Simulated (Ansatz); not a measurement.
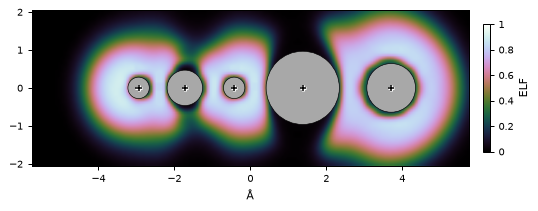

The ELF on a plane through atoms (crosses mark nuclei in the plane; grey discs cover the cores).

Theory: isolated molecule in a Gaussian basis; Kohn-Sham density functional theory, functional PBE0 in Ansatz.

Candidates:
A. BBrMgO₂ (SMILES O=B[O][Mg][Br])
B. CH₃F₂Si (SMILES C[Si](F)F) (doublet)
C. C₂H₇BO₂ (SMILES CCB(O)O)

Which system is this?

Answer. Candidate A: BBrMgO₂ on a plane that holds the molecular axis, which holds B, Br, Mg and O. B–O (1.22 Å): the ELF peaks at about 0.80 between the atoms: a short, strongly polar bond. Mg–O (1.81 Å): the ELF peaks at about 0.85 in the valence shell of O, 0.6 Å from its nucleus, and is about 0.25 at the midpoint: an ionic contact with no shared pair.
